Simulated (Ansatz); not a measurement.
## Electronic structure of CH$_{6}$O$_{3}$Sn (SMILES [CH3][Sn]([OH])([OH])[OH]) in real space

Input file:

```
crystal:
  periodic: [false, false, false]
  atoms:
    - {symbol: C, position_ang: [-1.623700, 0.828716, 0.155808]}
    - {symbol: Sn, position_ang: [0.247149, -0.128288, -0.021139]}
    - {symbol: O, position_ang: [0.622158, -1.326629, 1.483053]}
    - {symbol: O, position_ang: [1.738154, 1.140977, -0.094167]}
    - {symbol: O, position_ang: [0.381928, -1.224158, -1.639912]}
    - {symbol: H, position_ang: [-1.493872, 1.764478, 0.697485]}
    - {symbol: H, position_ang: [-2.014271, 1.028212, -0.840960]}
    - {symbol: H, position_ang: [-2.307578, 0.177885, 0.698679]}
    - {symbol: H, position_ang: [1.491550, -1.166244, 1.859573]}
    - {symbol: H, position_ang: [2.326572, 0.958982, -0.831713]}
    - {symbol: H, position_ang: [0.697213, -2.110931, -1.446106]}
basis:
  gaussian: {orbitals: def2-TZVPP}
hamiltonian: {xc: pbe0, dispersion: d4}
output: {orbitals: {seedname: orbitals}}
```

Launched as:

```sh
ansatz run in.yaml --threads 4 --pin off --events-out ev --progress --plain --max-ram 10444MiB
```

Geometry: PBE0-D4/def2-TZVP; core potentials replace the inner electrons of Sn.

Method: Ansatz, RKS PBE0-D4/def2-TZVPP.

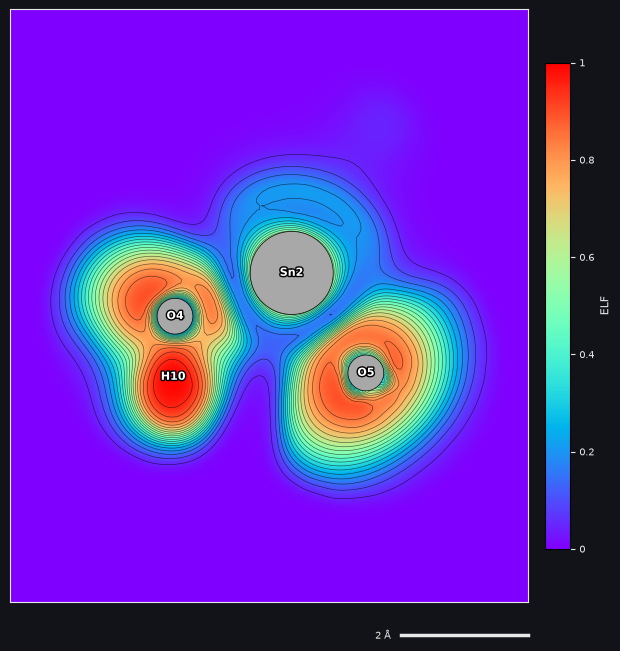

Figure 1. ELF on the plane of atoms O4, Sn2 and O5. Grey discs cover the atomic cores.

Q: What do the fields say about this system?

A: The section cuts through Sn, O and H sites.
Sn–O (1.96 Å): the ELF peaks at about 0.85 in the valence shell of O, 0.6 Å from its nucleus, and drops to about 0.15 between the two atoms.
O–H (0.96 Å): the ELF climbs to about 1 towards the hydrogen, as it does in any bond to H; a covalent bond by its length.
The ELF also peaks beside O5 and O4, away from the bonds: lone-pair regions.

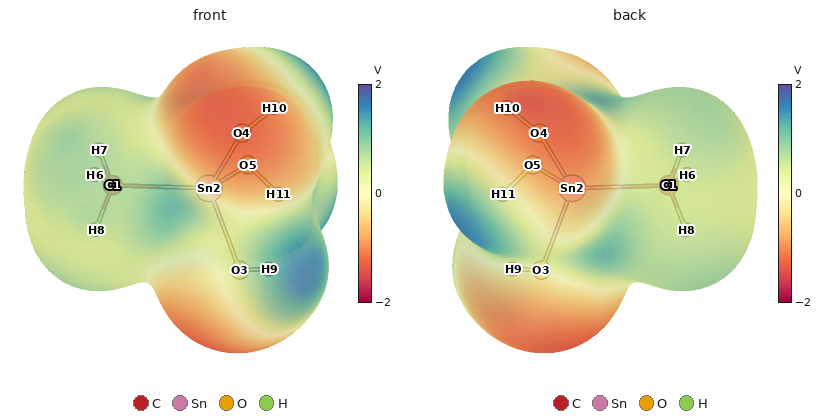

Figure 2. The electrostatic potential painted on the density surface at 0.001 e/bohr³, seen from the front and from behind; red is negative and blue positive.

Q: Describe the electrostatic potential map.

A: The most negative region (about −1.3 V) lies over O3, O4 and O5, the most positive (about +1.6 V) over H9, H10 and H11.

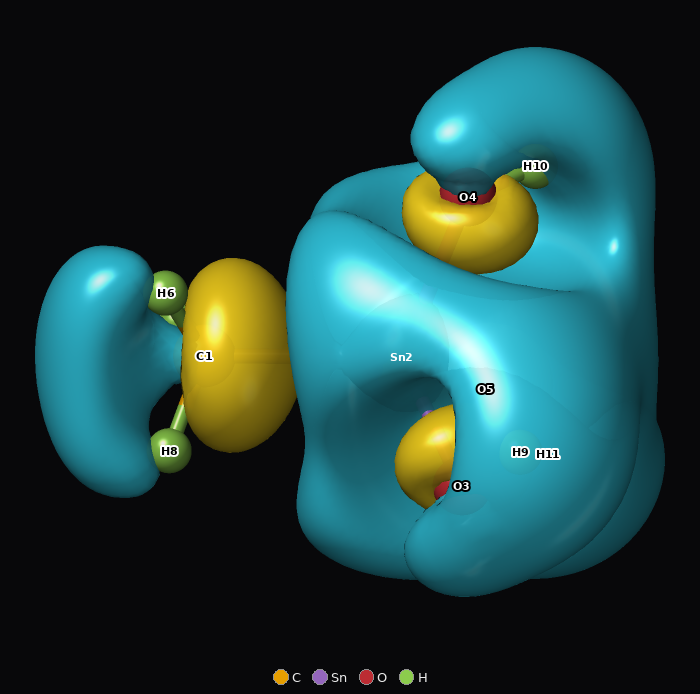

Figure 3. The LUMO at ±0.06 Å⁻³ᐟ² (yellow and cyan are the two phases), seen across its widest extent.

Q: Where does this orbital lie, and at what energy?

A: Its weight (Hirshfeld) is mainly on Sn2 (about 35 %), C1 (about 15 %), O3 (about 10 %), O4 (about 10 %) and O5 (about 10 %). Its energy is −0.75 eV.
